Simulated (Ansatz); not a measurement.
## Geometry relaxation of C$_{2}$H$_{3}$F$_{2}$NSi (part 2 of 2)

The same run, continued: C$_{2}$H$_{3}$F$_{2}$NSi; UKS PBE0/STO-3G (Ansatz 0.2.0). It belongs to a series of runs on one base structure; here: start relaxed.

Geometry of the input (Å):
```
C  -1.3825  -1.3112  1.3032
C  -0.5448  -0.7113  0.5322
N  0.2311  -0.2069  -0.1658
Si 1.2188  1.0033  -1.0506
F  1.6516  2.1120  -0.0446
F  0.1573  1.6684  -2.1226
H  -2.3131  -1.6669  0.8675
H  -1.2358  -1.3174  2.3534
H  2.3059  0.3837  -1.6898
```

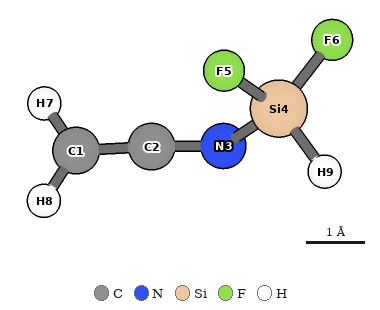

Fig. 1: The geometry at step 19 of the log (ball-and-stick view, seen at a tilt; atoms are numbered from 1 in the order of the input).

**Trajectory as extended XYZ, continued**
```
9
Properties=species:S:1:pos:R:3:forces:R:3 step=7 energy=-16696.67138
C    -1.3435   -1.1690    1.3112   -0.0602   0.1573  -0.0465
C    -0.5022   -0.7724    0.3708    0.0725  -0.0875  -0.1897
N     0.2984   -0.5859   -0.5679   -0.0544  -0.0986   0.1726
Si    1.1191    0.9335   -1.0418    0.1039   0.2189   0.2118
F     1.1990    2.0148    0.1807   -0.1239  -0.1742  -0.1832
F     0.2414    1.5964   -2.2419    0.0859  -0.0188   0.0516
H    -2.4263   -1.1511    1.1394    0.2838   0.0236   0.1218
H    -0.9607   -1.4779    2.2869   -0.1436  -0.0285  -0.0836
H     2.4634    0.5652   -1.4546   -0.1640   0.0077  -0.0547
9
Properties=species:S:1:pos:R:3:forces:R:3 step=8 energy=-16696.69120
C    -1.3088   -1.1284    1.3070   -0.1639   0.1203  -0.1672
C    -0.4779   -0.7985    0.3308   -0.1818  -0.2503   0.3312
N     0.3131   -0.6556   -0.6237    0.0128   0.2613  -0.1714
Si    1.1027    0.9184   -1.0298   -0.0096  -0.0932  -0.0049
F     1.0645    1.9656    0.2165   -0.0378  -0.0518  -0.0614
F     0.2590    1.5818   -2.2570    0.0973  -0.0776   0.1410
H    -2.3927   -0.9964    1.1934    0.3252  -0.0460   0.0228
H    -0.9365   -1.5283    2.2525   -0.0086   0.0742  -0.0646
H     2.4650    0.5949   -1.4068   -0.0336   0.0630  -0.0255
9
Properties=species:S:1:pos:R:3:forces:R:3 step=9 energy=-16696.68182 accepted=F
C    -1.2964   -1.1520    1.2843    0.3512   0.3320   0.1679
C    -0.4799   -0.8346    0.2913   -0.0986  -0.1603   0.2227
N     0.2917   -0.6878   -0.6817    0.0599   0.1565   0.0043
Si    1.0951    0.9012   -1.0206   -0.2315  -0.0744  -0.1742
F     1.0042    1.9032    0.2562   -0.0031   0.0045   0.0223
F     0.2735    1.5979   -2.2455    0.1166  -0.0830   0.1495
H    -2.3617   -0.9489    1.2154   -0.1767  -0.0803  -0.0958
H    -0.9064   -1.4446    2.2664   -0.0299  -0.0827  -0.3001
H     2.4685    0.6193   -1.3827    0.0123  -0.0123   0.0033
9
Properties=species:S:1:pos:R:3:forces:R:3 step=10 energy=-16696.69801
C    -1.3031   -1.1198    1.3040   -0.0017  -0.0315   0.0358
C    -0.4825   -0.8216    0.3153    0.0311   0.0741  -0.0164
N     0.2909   -0.6553   -0.6502    0.0403   0.0019   0.0082
Si    1.1010    0.9108   -1.0218   -0.0384  -0.0789  -0.0486
F     1.0415    1.9445    0.2316    0.0080  -0.0171   0.0242
F     0.2761    1.5896   -2.2455   -0.0124   0.0276  -0.0357
H    -2.3812   -1.0043    1.1959   -0.0022   0.0225  -0.0019
H    -0.9176   -1.4852    2.2560   -0.0140  -0.0203  -0.0049
H     2.4634    0.5951   -1.4025   -0.0106   0.0218   0.0393
9
Properties=species:S:1:pos:R:3:forces:R:3 step=11 energy=-16696.69854
C    -1.2933   -1.1113    1.3048    0.0438  -0.0127  -0.0112
C    -0.4752   -0.8199    0.3112    0.0701  -0.0006  -0.0366
N     0.2953   -0.6683   -0.6614   -0.1192   0.0378   0.0002
Si    1.0939    0.9057   -1.0283    0.0197  -0.0951   0.0871
F     0.9965    1.9218    0.2370    0.0096   0.0350  -0.0007
F     0.2808    1.5826   -2.2611    0.0007   0.0000  -0.0239
H    -2.3659   -0.9429    1.2172   -0.0243  -0.0149  -0.0148
H    -0.9118   -1.5222    2.2395   -0.0025   0.0235   0.0160
H     2.4682    0.6082   -1.3760    0.0021   0.0269  -0.0162
9
Properties=species:S:1:pos:R:3:forces:R:3 step=12 energy=-16696.69976
C    -1.2838   -1.1081    1.3100    0.0207  -0.0028  -0.0448
C    -0.4863   -0.8138    0.3002    0.0356  -0.0665  -0.0258
N     0.2596   -0.6662   -0.6929   -0.0386   0.0578   0.0698
Si    1.0894    0.9009   -1.0281   -0.0025  -0.0192   0.0283
F     0.9650    1.9150    0.2378    0.0075   0.0060  -0.0232
F     0.3142    1.5861   -2.2812    0.0176   0.0085  -0.0096
H    -2.3584   -0.9379    1.2438    0.0010   0.0112   0.0030
H    -0.8858   -1.5274    2.2343    0.0013   0.0117   0.0008
H     2.4744    0.6050   -1.3408   -0.0426  -0.0067   0.0016
9
Properties=species:S:1:pos:R:3:forces:R:3 step=13 energy=-16696.70052
C    -1.2866   -1.1198    1.3079   -0.0042   0.0296   0.0356
C    -0.4890   -0.8175    0.3017    0.0542  -0.0115  -0.0687
N     0.2556   -0.6576   -0.6894   -0.0256   0.0151   0.0577
Si    1.0890    0.9046   -1.0265    0.0231  -0.0221   0.0098
F     0.9742    1.9284    0.2321   -0.0005  -0.0034  -0.0109
F     0.3200    1.5886   -2.2832   -0.0045   0.0199  -0.0253
H    -2.3609   -0.9460    1.2441    0.0071  -0.0085  -0.0007
H    -0.8845   -1.5236    2.2374   -0.0147  -0.0183  -0.0106
H     2.4708    0.5966   -1.3412   -0.0349  -0.0008   0.0131
9
Properties=species:S:1:pos:R:3:forces:R:3 step=14 energy=-16696.70058
C    -1.2804   -1.1183    1.3086    0.0345   0.0341  -0.0148
C    -0.4894   -0.8186    0.2954   -0.1335  -0.0690   0.1885
N     0.2459   -0.6568   -0.6989    0.1020   0.0701  -0.1323
Si    1.0853    0.9044   -1.0261   -0.0545  -0.0138  -0.0180
F     0.9582    1.9308    0.2283   -0.0029   0.0053   0.0114
F     0.3322    1.5916   -2.2917    0.0145  -0.0015  -0.0061
H    -2.3529   -0.9344    1.2557   -0.0213  -0.0027  -0.0105
H    -0.8760   -1.5328    2.2317    0.0058  -0.0203  -0.0018
H     2.4658    0.5877   -1.3202    0.0553  -0.0022  -0.0164
9
Properties=species:S:1:pos:R:3:forces:R:3 step=15 energy=-16696.70092
C    -1.2829   -1.1152    1.3147   -0.0054  -0.0726   0.0454
C    -0.4924   -0.8163    0.3030   -0.0117   0.0281  -0.0003
N     0.2411   -0.6458   -0.6922    0.0346   0.0124  -0.0341
Si    1.0862    0.9080   -1.0264    0.0096  -0.0110  -0.0176
F     0.9680    1.9457    0.2197   -0.0050  -0.0042   0.0153
F     0.3403    1.5913   -2.2967   -0.0207   0.0175  -0.0347
H    -2.3579   -0.9497    1.2550   -0.0230   0.0269   0.0044
H    -0.8788   -1.5460    2.2305   -0.0069   0.0023   0.0121
H     2.4649    0.5816   -1.3247    0.0286   0.0006   0.0095
9
Properties=species:S:1:pos:R:3:forces:R:3 step=16 energy=-16696.70165
C    -1.2791   -1.1194    1.3150   -0.0134  -0.0260   0.0515
C    -0.4953   -0.8170    0.2986    0.0306   0.0203  -0.0524
N     0.2303   -0.6461   -0.7038   -0.0118   0.0078   0.0261
Si    1.0836    0.9066   -1.0277    0.0198   0.0051  -0.0157
F     0.9483    1.9421    0.2192   -0.0046  -0.0076  -0.0037
F     0.3541    1.5910   -2.3081   -0.0063   0.0046  -0.0083
H    -2.3519   -0.9306    1.2713    0.0076   0.0012   0.0023
H    -0.8699   -1.5568    2.2261   -0.0154  -0.0002  -0.0118
H     2.4684    0.5839   -1.3077   -0.0066  -0.0052   0.0120
9
Properties=species:S:1:pos:R:3:forces:R:3 step=17 energy=-16696.70219
C    -1.2720   -1.1240    1.3192   -0.0396  -0.0084   0.0526
C    -0.5019   -0.8162    0.2934    0.0169   0.0171  -0.0355
N     0.2059   -0.6374   -0.7204   -0.0188   0.0135   0.0322
Si    1.0786    0.9079   -1.0293    0.0126   0.0369  -0.0548
F     0.9205    1.9511    0.2092   -0.0065  -0.0193  -0.0187
F     0.3853    1.5925   -2.3318    0.0216  -0.0281   0.0502
H    -2.3423   -0.9103    1.3000    0.0640  -0.0204   0.0034
H    -0.8542   -1.5844    2.2160   -0.0269   0.0116  -0.0405
H     2.4685    0.5744   -1.2735   -0.0235  -0.0029   0.0112
9
Properties=species:S:1:pos:R:3:forces:R:3 step=18 energy=-16696.70277
C    -1.2638   -1.1358    1.3311    0.0138  -0.0005  -0.0002
C    -0.5226   -0.8018    0.2917   -0.0273   0.0050   0.0152
N     0.1479   -0.5993   -0.7411    0.0971  -0.0092  -0.0014
Si    1.0772    0.9149   -1.0358   -0.0883   0.0237  -0.0149
F     0.8904    1.9802    0.1786    0.0099   0.0010   0.0095
F     0.4502    1.5954   -2.3711    0.0155  -0.0024  -0.0099
H    -2.3311   -0.9175    1.3472   -0.0124   0.0249   0.0180
H    -0.8263   -1.6272    2.2003   -0.0028  -0.0197  -0.0247
H     2.4665    0.5449   -1.2181   -0.0056  -0.0227   0.0083
9
Properties=species:S:1:pos:R:3:forces:R:3 step=19 energy=-16696.70398
C    -1.2582   -1.1383    1.3374    0.0331  -0.0172  -0.0252
C    -0.5268   -0.7970    0.2925   -0.0153  -0.0126   0.0179
N     0.1317   -0.5884   -0.7474    0.0302   0.0234   0.0095
Si    1.0738    0.9191   -1.0390   -0.0533  -0.0002  -0.0077
F     0.8651    1.9965    0.1618    0.0136  -0.0036  -0.0107
F     0.4772    1.5897   -2.3948    0.0346  -0.0311   0.0402
H    -2.3191   -0.8909    1.3782    0.0106   0.0067   0.0174
H    -0.8210   -1.6745    2.1811   -0.0144   0.0303  -0.0423
H     2.4658    0.5373   -1.1868   -0.0391   0.0044   0.0008
9
Properties=species:S:1:pos:R:3:forces:R:3 step=20 energy=-16696.70422
C    -1.2585   -1.1461    1.3366    0.0571   0.0064   0.0054
C    -0.5302   -0.7984    0.2921    0.0390   0.0303  -0.0711
N     0.1245   -0.5816   -0.7490   -0.0277  -0.0007   0.0553
Si    1.0716    0.9220   -1.0384   -0.0141  -0.0069  -0.0238
F     0.8592    2.0074    0.1549    0.0108  -0.0135  -0.0157
F     0.4906    1.5882   -2.4033    0.0264  -0.0345   0.0552
H    -2.3143   -0.8832    1.3914   -0.0253  -0.0051   0.0078
H    -0.8172   -1.6862    2.1749   -0.0143   0.0067  -0.0244
H     2.4630    0.5317   -1.1762   -0.0518   0.0174   0.0114
9
Properties=species:S:1:pos:R:3:forces:R:3 step=21 energy=-16696.70443
C    -1.2567   -1.1446    1.3390    0.0296  -0.0047  -0.0139
C    -0.5322   -0.7956    0.2926    0.0381   0.0268  -0.0743
N     0.1189   -0.5774   -0.7504   -0.0312  -0.0025   0.0572
Si    1.0706    0.9227   -1.0386   -0.0028   0.0004  -0.0242
F     0.8563    2.0119    0.1508    0.0086  -0.0142  -0.0156
F     0.4982    1.5866   -2.4080    0.0202  -0.0289   0.0491
H    -2.3132   -0.8841    1.3972   -0.0140   0.0027   0.0106
H    -0.8148   -1.6943    2.1700   -0.0032   0.0045  -0.0011
H     2.4613    0.5285   -1.1697   -0.0452   0.0159   0.0124
9
Properties=species:S:1:pos:R:3:forces:R:3 step=22 energy=-16696.70473
C    -1.2523   -1.1469    1.3421    0.0005   0.0047  -0.0301
C    -0.5390   -0.7898    0.2903    0.0090   0.0008  -0.0299
N     0.0998   -0.5656   -0.7585   -0.0112  -0.0081   0.0401
Si    1.0683    0.9241   -1.0398   -0.0090   0.0194  -0.0238
F     0.8439    2.0211    0.1406    0.0090  -0.0128  -0.0163
F     0.5215    1.5845   -2.4211    0.0211  -0.0249   0.0460
H    -2.3074   -0.8819    1.4165    0.0223   0.0021   0.0111
H    -0.8040   -1.7113    2.1598   -0.0022   0.0079  -0.0060
H     2.4578    0.5194   -1.1470   -0.0394   0.0109   0.0088
9
Properties=species:S:1:pos:R:3:forces:R:3 step=23 energy=-16696.70501
C    -1.2483   -1.1489    1.3433   -0.0453   0.0192  -0.0267
C    -0.5444   -0.7859    0.2873   -0.0115  -0.0193   0.0035
N     0.0856   -0.5570   -0.7654   -0.0132  -0.0133   0.0159
Si    1.0649    0.9251   -1.0398    0.0134   0.0321  -0.0201
F     0.8324    2.0291    0.1322    0.0023  -0.0093  -0.0130
F     0.5412    1.5808   -2.4314    0.0098  -0.0117   0.0291
H    -2.3009   -0.8752    1.4348    0.0638  -0.0089   0.0034
H    -0.7948   -1.7270    2.1483    0.0004   0.0058   0.0015
H     2.4528    0.5126   -1.1265   -0.0197   0.0053   0.0064
9
Properties=species:S:1:pos:R:3:forces:R:3 step=24 energy=-16696.70512
C    -1.2421   -1.1500    1.3451   -0.0227  -0.0093  -0.0178
C    -0.5510   -0.7879    0.2809   -0.0074   0.0405  -0.0048
N     0.0639   -0.5462   -0.7776    0.0048  -0.0524   0.0188
Si    1.0612    0.9259   -1.0398   -0.0146   0.0249  -0.0009
F     0.8164    2.0353    0.1241    0.0041  -0.0014  -0.0030
F     0.5667    1.5802   -2.4411   -0.0016   0.0066  -0.0065
H    -2.2904   -0.8696    1.4535    0.0305   0.0065   0.0035
H    -0.7824   -1.7369    2.1399    0.0029  -0.0093   0.0023
H     2.4462    0.5029   -1.1020    0.0038  -0.0062   0.0084
9
Properties=species:S:1:pos:R:3:forces:R:3 step=25 energy=-16696.70532
C    -1.2412   -1.1513    1.3449   -0.0283  -0.0050  -0.0050
C    -0.5510   -0.7882    0.2804   -0.0029   0.0342   0.0002
N     0.0633   -0.5462   -0.7783   -0.0153  -0.0323   0.0030
Si    1.0599    0.9266   -1.0399    0.0055   0.0087   0.0049
F     0.8101    2.0384    0.1205    0.0005  -0.0005  -0.0034
F     0.5708    1.5775   -2.4448   -0.0028   0.0029  -0.0011
H    -2.2854   -0.8582    1.4618    0.0387  -0.0088  -0.0043
H    -0.7835   -1.7487    2.1333    0.0005   0.0016   0.0015
H     2.4455    0.5038   -1.0951    0.0040  -0.0008   0.0043
9
Properties=species:S:1:pos:R:3:forces:R:3 step=26 energy=-16696.70538
C    -1.2402   -1.1523    1.3450   -0.0349   0.0010   0.0029
C    -0.5530   -0.7868    0.2794   -0.0057   0.0224   0.0100
N     0.0588   -0.5441   -0.7805   -0.0090  -0.0241  -0.0067
Si    1.0591    0.9267   -1.0400    0.0074   0.0101  -0.0029
F     0.8068    2.0404    0.1181   -0.0009   0.0001  -0.0029
F     0.5763    1.5769   -2.4477    0.0010  -0.0010   0.0068
H    -2.2832   -0.8566    1.4670    0.0458  -0.0130  -0.0050
H    -0.7804   -1.7522    2.1304   -0.0031   0.0042  -0.0045
H     2.4444    0.5017   -1.0887   -0.0006   0.0003   0.0022
9
Properties=species:S:1:pos:R:3:forces:R:3 step=27 energy=-16696.70541
C    -1.2339   -1.1522    1.3481   -0.0385  -0.0256   0.0127
C    -0.5606   -0.7808    0.2758   -0.0103  -0.0039   0.0343
N     0.0384   -0.5345   -0.7904    0.0060   0.0054  -0.0261
Si    1.0552    0.9276   -1.0407    0.0142   0.0093  -0.0221
F     0.7907    2.0498    0.1064   -0.0038   0.0006  -0.0026
F     0.6017    1.5738   -2.4607    0.0113  -0.0130   0.0299
H    -2.2727   -0.8498    1.4895    0.0512  -0.0093   0.0004
H    -0.7691   -1.7725    2.1156   -0.0144   0.0311  -0.0213
H     2.4388    0.4923   -1.0607   -0.0157   0.0054  -0.0051
9
Properties=species:S:1:pos:R:3:forces:R:3 step=28 energy=-16696.70546
C    -1.2340   -1.1573    1.3453    0.0111   0.0189   0.0073
C    -0.5640   -0.7812    0.2725   -0.0054  -0.0091   0.0310
N     0.0320   -0.5323   -0.7950    0.0062   0.0012  -0.0206
Si    1.0538    0.9275   -1.0402    0.0097   0.0101  -0.0288
F     0.7853    2.0508    0.1050   -0.0033  -0.0012  -0.0031
F     0.6095    1.5742   -2.4629    0.0130  -0.0145   0.0341
H    -2.2676   -0.8463    1.4969   -0.0030  -0.0091  -0.0014
H    -0.7633   -1.7708    2.1138   -0.0088  -0.0021  -0.0140
H     2.4368    0.4891   -1.0524   -0.0194   0.0058  -0.0045
9
Properties=species:S:1:pos:R:3:forces:R:3 step=29 energy=-16696.70551
C    -1.2334   -1.1545    1.3470    0.0075  -0.0116   0.0133
C    -0.5632   -0.7798    0.2742    0.0243   0.0234  -0.0735
N     0.0311   -0.5319   -0.7957   -0.0336  -0.0115   0.0568
Si    1.0537    0.9277   -1.0409    0.0089  -0.0057   0.0235
F     0.7828    2.0516    0.1034    0.0000  -0.0044  -0.0077
F     0.6129    1.5730   -2.4637   -0.0045   0.0066  -0.0126
H    -2.2677   -0.8464    1.4999    0.0035   0.0022  -0.0064
H    -0.7636   -1.7751    2.1100   -0.0049  -0.0012   0.0084
H     2.4359    0.4892   -1.0514   -0.0013   0.0021  -0.0018
9
Properties=species:S:1:pos:R:3:forces:R:3 step=30 energy=-16696.70556
C    -1.2336   -1.1550    1.3467    0.0051  -0.0030   0.0054
C    -0.5631   -0.7803    0.2739    0.0041   0.0048  -0.0136
N     0.0322   -0.5324   -0.7947   -0.0078  -0.0026   0.0119
Si    1.0541    0.9276   -1.0405    0.0063   0.0022  -0.0011
F     0.7848    2.0510    0.1044   -0.0012  -0.0020  -0.0038
F     0.6103    1.5735   -2.4628    0.0023  -0.0017   0.0057
H    -2.2684   -0.8473    1.4971    0.0018  -0.0001  -0.0022
H    -0.7644   -1.7730    2.1122   -0.0044   0.0006  -0.0006
H     2.4366    0.4896   -1.0535   -0.0062   0.0019  -0.0018
```

**Summary**

| quantity | value |
| --- | --- |
| outcome | converged |
| total energy | −16696.7056 eV |
| mean-field energy | −16696.7056 eV |
| largest force (length of the vector) at the end | 0.015 eV/Å |
| hardware | 1 thread of Arm Neoverse V2, 24 GiB of memory available, shared host |
| wall time | 91 s |
| peak memory | 0.17 GiB |
